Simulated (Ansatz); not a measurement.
**One shape, several levels: BH2ClO (SMILES OBCl)**

Wanted: a comparison of 6 runs (B2PLYP/STO-3G, BHLYP/STO-3G, HSE06/STO-3G, UB3LYP/STO-3G, r2SCAN/STO-3G, CCSD/STO-3G) of BH2ClO. 

Program for the calculation: Ansatz 0.2.0.

65 further runs of the same task are left out: 4 that didn't finish, 61 set aside as unsound or not needed.

### 1 The structure to begin with

The species is BH2ClO (5 atoms), meant as a singlet with charge 0. SMILES: `OBCl`. The Cl3–B2 distance was set to 3.532 Å, away from the relaxed value. At this shape a bond of the SMILES string is far longer than usual.

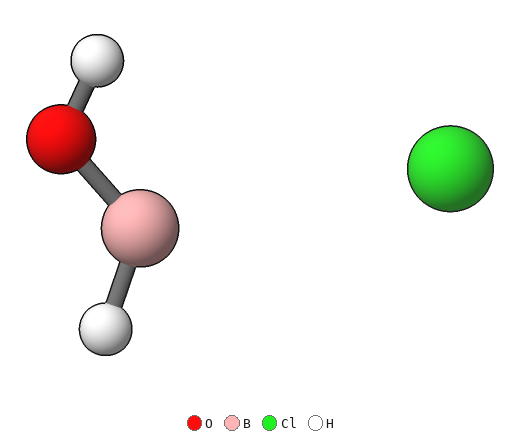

The structure, seen from a chosen angle (oxygen red, boron pink, chlorine green, hydrogen white).

### 2 The energy at B2PLYP/STO-3G (run 1)

run.yaml reads:

```yaml
crystal:
  periodic: [false, false, false]
  atoms:
    - symbol: O
      position_ang: [-1.272906, -2.251824, 0.530308]
    - symbol: B
      position_ang: [-0.030606, -1.770424, 0.671108]
    - symbol: Cl
      position_ang: [0.788600, 1.496000, -0.395300]
    - symbol: H
      position_ang: [-1.887306, -1.632024, 0.123508]
    - symbol: H
      position_ang: [0.813694, -2.448324, 1.161808]
basis:
  gaussian:
    orbitals: STO-3G
hamiltonian:
  xc: {name: B2PLYP}
correlation:
  frozen_orbitals: {B: 1, Cl: 5, H: 0, O: 1}
accuracy: high
```

Command:

```console
$ ansatz run run.yaml --threads 1 --pin off --max-ram 2610MiB --events-out events.jsonl --progress --plain --runs-dir runs
```

Log:

```text
Warning: RAYON_NUM_THREADS=1 ignored (pool sized by the plan → 1); use --threads N
Functional definition: B2PLYP
  name "B2PLYP"
  parameter a = 0.53
  parameter c = 0.27
  exchange = (1 - a)*b88_x + a*exact_x
  correlation = (1 - c)*lyp_c + c*(mp2_os + mp2_ss)
337 factors; integrals over basis functions are off by at most 3.1e-8 eV
mean field evaluation 1: about -15088.5352 eV, gradient 1.6e1 eV
mean field evaluation 2: about -15088.5276 eV, gradient 1.6e1 eV
mean field evaluation 4: about -15089.0146 eV, gradient 1.3e1 eV
mean field evaluation 8: about -15091.6670 eV, gradient 3.3e0 eV
mean field evaluation 16: about -15091.7208 eV, gradient 2.5e-2 eV
mean field evaluation 32: about -14975.3151 eV, gradient 4.1e1 eV
mean field -15091.72079411 eV, -554.6105096479 hartree, gradient 9.1e-8 eV, S^2 0.000000; 0 other end points of the search recorded, 0 dependent functions left out; unrestricted orbitals would lower it
7 core orbitals not correlated: weight in the atoms' cores, before any rotation towards them, 1.000 or more for the frozen orbitals, at most 0.000 for the correlated occupied ones
reference -15091.72081344 eV, -554.6105103581 hartree; 9, 9 occupied and 5, 5 virtual orbitals, 337 factors
second order -6.04631903 eV of doubles, -0.00000000 eV of singles
Total energy: -15093.35331958 eV, -554.6705038522 hartree
```

Wall time 1.7 s (1 thread of Arm Neoverse V1, shared host); peak memory 0.098 GiB.

### 3 The energy at BHLYP/STO-3G (run 2)

in.yaml reads:

```yaml
crystal:
  periodic: [false, false, false]
  atoms:
    - symbol: O
      position_ang: [-1.272906, -2.251824, 0.530308]
    - symbol: B
      position_ang: [-0.030606, -1.770424, 0.671108]
    - symbol: Cl
      position_ang: [0.788600, 1.496000, -0.395300]
    - symbol: H
      position_ang: [-1.887306, -1.632024, 0.123508]
    - symbol: H
      position_ang: [0.813694, -2.448324, 1.161808]
basis:
  gaussian:
    orbitals: STO-3G
hamiltonian:
  xc: {name: BHLYP}
accuracy: high
```

Command:

```console
$ ansatz run in.yaml --threads 1 --pin off --max-ram 2610MiB --events-out events.jsonl --progress --plain --runs-dir runs
```

Log:

```text
Warning: RAYON_NUM_THREADS=1 ignored (pool sized by the plan → 1); use --threads N
Functional definition: BHLYP
  name "BHLYP"
  parameter a = 0.5
  exchange = (1 - a)*b88_x + a*exact_x
  correlation = lyp_c
337 factors; integrals over basis functions are off by at most 3.1e-8 eV
mean field evaluation 1: about -15097.1844 eV, gradient 1.6e1 eV
mean field evaluation 2: about -14987.4630 eV, gradient 4.5e1 eV
mean field evaluation 4: about -15098.2052 eV, gradient 8.5e0 eV
mean field evaluation 8: about -15098.3536 eV, gradient 8.3e0 eV
mean field evaluation 16: about -15100.4119 eV, gradient 2.0e-7 eV
mean field -15100.41190772 eV, -554.9299021820 hartree, gradient 2.2e-8 eV, S^2 0.000000; 0 other end points of the search recorded, 0 dependent functions left out
reference -15100.41192834 eV, -554.9299029395 hartree; 16, 16 occupied and 5, 5 virtual orbitals, 337 factors
Total energy: -15100.41192834 eV, -554.9299029395 hartree
```

It took 1.2 s on 1 thread of Arm Neoverse V1, shared host; peak memory 0.095 GiB.

Runs 3 to 5 aren't shown in full; the table further down has their settings and results.

### 4 The energy at CCSD/STO-3G (run 6)

molecule.yaml reads:

```yaml
basis:
  gaussian: {orbitals: STO-3G}
crystal:
  periodic: [false, false, false]
  atoms:
    - {symbol: O, position_ang: [-1.272906, -2.251824, 0.530308]}
    - {symbol: B, position_ang: [-0.030606, -1.770424, 0.671108]}
    - {symbol: Cl, position_ang: [0.788600, 1.496000, -0.395300]}
    - {symbol: H, position_ang: [-1.887306, -1.632024, 0.123508]}
    - {symbol: H, position_ang: [0.813694, -2.448324, 1.161808]}
magnetization: {spin_polarized: false}
correlation: {method: ccsd, frozen_orbitals: {B: 1, Cl: 5, H: 0, O: 1}}
accuracy: high
scf: {omitted_lower_state_checks: [cluster_reference, increment]}
```

Command:

```console
$ ansatz run molecule.yaml --threads 1 --pin off --max-ram 2610MiB --events-out events.jsonl --progress --plain --runs-dir runs
```

Log:

```text
Warning: RAYON_NUM_THREADS=1 ignored (pool sized by the plan → 1); use --threads N
[... 11 lines left out ...]
7 core orbitals not correlated: weight in the atoms' cores, before any rotation towards them, 1.000 or more for the frozen orbitals, at most 0.000 for the correlated occupied ones
[... 45 lines left out ...]
WARN: these amplitudes may be one of several solutions (largest doubles amplitude 0.80, level shift 4.25 eV)
Total energy: -15073.97916660 eV, -553.9585168624 hartree
Checks for a lower state left out: cluster_reference, increment
```

It took 0.2 s on 1 thread of Arm Neoverse V1, shared host.

### 5 All runs side by side

```tsv
run	level	frozen core orbitals	energy (Eh)	wall time
1	B2PLYP/STO-3G	7	-554.670504	1.7 s
2	BHLYP/STO-3G	–	-554.929903	1.2 s
3	HSE06/STO-3G	–	-554.721841	1.8 s
4	UB3LYP/STO-3G	–	-554.993296	6.6 s
5	r2SCAN/STO-3G	–	-554.937129	3.9 s
6	CCSD/STO-3G	7	-553.958517	0.2 s
```

### 6 What came out

| quantity | value |
| --- | --- |
| run 6: total energy | -553.95852 Eh |
| run 6: correlation energy (7 core orbitals frozen) | -180.6 mEh |
| run 6: T1 diagnostic | 0.109 |

**Reading.** Totals of different functionals can't be ranked against each other. In run 6 the T1 diagnostic is large, so a single reference may not serve. In runs 1, 6 the log says that unrestricted orbitals would lower the reference, so the values rest on an unstable closed-shell determinant (other closed-shell runs at this shape may share the fault). In runs 1, 2, 3, 4, 5, 6 the basis is minimal, so the values are rough. Spin contamination of the reference: run 4 ⟨S²⟩ = 0.61. Where it is this large, the reference is a mixture of spin states, and values that rest on it are in doubt. All runs together took 15 s, the longest 6.6 s.
